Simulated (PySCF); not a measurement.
# CHFO (SMILES O=CF): levels of theory compared

Aim: a comparison of 6 runs (B3LYP/STO-3G, M06-2X/STO-3G, PBE0/STO-3G, UPBE0/STO-3G, r2SCAN/STO-3G, wB97X-V/STO-3G) of CHFO. The job is set up through a Python script.

The results are computed with PySCF 2.14.0.

4 further runs of the same task are left out: 4 set aside as unsound or not needed.

### 1 The structure to begin with

The species is CHFO (4 atoms), meant as a singlet with charge 0. SMILES: `O=CF`. The C2–F3 distance was set to 2.414 Å, away from the relaxed value. At this shape a bond of the SMILES string is far longer than usual.

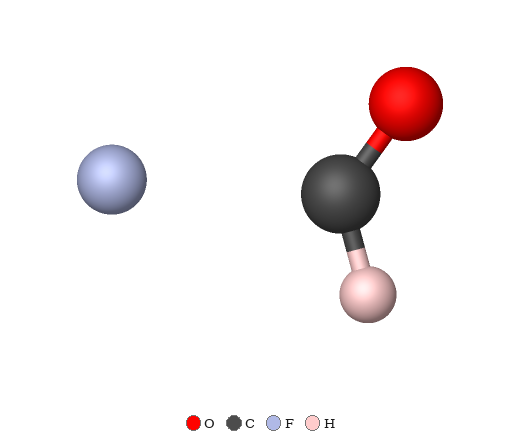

The structure, seen from a chosen angle (oxygen red, carbon dark grey, fluorine light blue, hydrogen pink).

### 2 The energy at B3LYP/STO-3G (run 1)

The input, run.py:

```python
from pyscf import gto, dft

mol = gto.Mole()
mol.atom = '''
O       -1.396964       1.127373       0.993403
C       -0.557024       1.004693       0.186353
F        0.584370      -1.090860      -0.181350
H       -0.152234       1.752863      -0.508137
'''
mol.verbose = 3
mol.charge = 0
mol.basis = 'sto-3g'
mol.spin = 0
mol.max_memory = 1860
mol.build()

myscf = dft.RKS(mol, xc='b3lyp')
myscf.conv_tol = 1e-10
myscf.grids.level = 5
myscf.kernel()
if not myscf.converged:
    myscf = myscf.newton().run(myscf.mo_coeff, myscf.mo_occ)

e_tot = myscf.e_tot
print('E(%s) = %.9f' % ('B3LYP', e_tot))
```

Command:

```bash
$ OMP_NUM_THREADS=1 python run.py
```

Standard output:

```text
SCF not converged.
SCF energy = -210.557658455472
converged SCF energy = -210.557658457622
E(B3LYP) = -210.557658458
```

Wall time 5.7 s (1 thread of Arm Neoverse V1, shared host); peak memory 0.21 GiB.

### 3 The energy at M06-2X/STO-3G (run 2)

The input, calc.py:

```python
from pyscf import gto, dft

molecule = gto.M(
    atom='O -1.396964 1.127373 0.993403; C -0.557024 1.004693 0.186353; F 0.584370 -1.090860 -0.181350; H -0.152234 1.752863 -0.508137',
    max_memory=1860,
    verbose=4,
    basis='sto-3g',
)

mf = dft.RKS(molecule)
mf.xc = 'm06-2x'
mf.grids.level = 5
mf.conv_tol = 1e-10
mf.kernel()
if not mf.converged:
    mf = mf.newton().run(mf.mo_coeff, mf.mo_occ)

e_tot = mf.e_tot
print('E(%s) = %.9f' % ('M06-2X', e_tot))
```

Command:

```bash
$ OMP_NUM_THREADS=1 python calc.py
```

Standard output:

```text
PySCF version 2.14.0

[... 83 lines left out ...]
converged SCF energy = -210.537899670071
E(M06-2X) = -210.537899670
```

It took 4.2 s on 1 thread of Arm Neoverse V1, shared host; peak memory 0.19 GiB.

Run 3 isn't shown in full; the table further down has it.

### 4 The energy at UPBE0/STO-3G (run 4)

The input, calc.py:

```python
from pyscf import gto, dft

system = gto.M(
    atom='O -1.396964 1.127373 0.993403; C -0.557024 1.004693 0.186353; F 0.584370 -1.090860 -0.181350; H -0.152234 1.752863 -0.508137',
    verbose=3,
    max_memory=1860,
    basis='sto-3g',
)

ks = dft.UKS(system, xc='pbe0')
ks.conv_tol = 1e-10
ks.grids.level = 5
ks.kernel()
if not ks.converged:
    ks = ks.newton().run(ks.mo_coeff, ks.mo_occ)
for _ in range(3):
    mo, _, stable, _ = ks.stability(return_status=True)
    if stable:
        break
    ks.kernel(ks.make_rdm1(mo, ks.mo_occ))

e_tot = ks.e_tot
print('E = %.10f Eh' % e_tot)
```

Command:

```bash
$ OMP_NUM_THREADS=1 python calc.py
```

Standard output:

```text
WARN: HOMO 0.0799256411277572 >= LUMO 0.0805049901968418

SCF not converged.
SCF energy = -210.372903906246 after 50 cycles  <S^2> = 2.1773253e-06  2S+1 = 1.0000044
converged SCF energy = -210.372903856295  <S^2> = 1.2348522e-10  2S+1 = 1
<class 'pyscf.soscf.newton_ah.SecondOrderUKS'> wavefunction has an internal instability

WARN: Newton solver expects mo_coeff with mo_occ as initial guess but mo_occ is not found in the arguments.
      The given argument is treated as density matrix.

converged SCF energy = -210.410986352418  <S^2> = 0.82450839  2S+1 = 2.0731699
<class 'pyscf.soscf.newton_ah.SecondOrderUKS'> wavefunction is stable in the internal stability analysis
E = -210.4109863524 Eh
```

Run time: 26 s. Hardware: 1 thread of Arm Neoverse V1, shared host; peak memory 0.38 GiB.

Run 5 isn't shown in full; the table further down has it.

### 5 A single-point energy at wB97X-V/STO-3G (run 6)

The input, calc.py:

```python
from pyscf import gto, dft

system = gto.M(
    atom=[
    ('O', (-1.396964, 1.127373, 0.993403)),
    ('C', (-0.557024, 1.004693, 0.186353)),
    ('F', (0.584370, -1.090860, -0.181350)),
    ('H', (-0.152234, 1.752863, -0.508137)),
],
    max_memory=1860,
    basis='sto-3g',
    verbose=4,
)

mf = dft.RKS(system, xc='wb97x-v')
mf.grids.level = 5
mf.nlcgrids.level = 1
mf.conv_tol = 1e-10
mf.kernel()
if not mf.converged:
    mf = mf.newton().run(mf.mo_coeff, mf.mo_occ)

e_final = mf.e_tot
print('E = %.10f Eh' % e_final)
```

Command:

```bash
$ OMP_NUM_THREADS=1 python calc.py
```

Standard output:

```text
PySCF version 2.14.0

[... 95 lines left out ...]
converged SCF energy = -210.502825911093
E = -210.5028259111 Eh
```

Run time: 21 s. Hardware: 1 thread of Arm Neoverse V1, shared host; peak memory 0.18 GiB.

### 6 The series

```csv
run,level,follow instability,nlc grid,energy (Eh),dipole moment (D),HOMO energy (eV),LUMO energy (eV),wall time
1,B3LYP/STO-3G,–,–,-210.557658,2.14,-3.03,-0.18,5.7 s
2,M06-2X/STO-3G,–,–,-210.537900,2.19,-4.64,0.94,4.2 s
3,PBE0/STO-3G,–,–,-210.372904,2.21,-3.40,0.01,5.1 s
4,UPBE0/STO-3G,yes,–,-210.410986,1.46,-3.71,1.49,26 s
5,r2SCAN/STO-3G,–,–,-210.519428,2.26,-1.36,-0.84,5.7 s
6,wB97X-V/STO-3G,–,1,-210.502826,2.16,-5.58,2.20,21 s
```

### 7 Results

```
            quantity          value
 run 6: total energy  -210.50283 Eh
run 6: dipole moment         2.16 D
  run 6: HOMO energy       -5.58 eV
  run 6: LUMO energy        2.20 eV
run 6: HOMO–LUMO gap        7.79 eV
```

The dipole moment (its size) runs from 1.46 D (UPBE0/STO-3G) to 2.26 D (r2SCAN/STO-3G). The HOMO–LUMO gap runs from 0.52 eV (r2SCAN/STO-3G) to 7.79 eV (wB97X-V/STO-3G). Totals of different functionals can't be ranked against each other. In runs 1, 2, 3, 4, 5, 6 the basis is minimal, so the values are rough. In runs 1, 2, 3, 5, 6 a closed-shell determinant meets a far-stretched bond, which it describes badly. Spin contamination of the reference: run 4 ⟨S²⟩ = 0.82. Where it is this large, the reference is a mixture of spin states, and values that rest on it are in doubt. All runs together took 67 s, the longest 26 s.
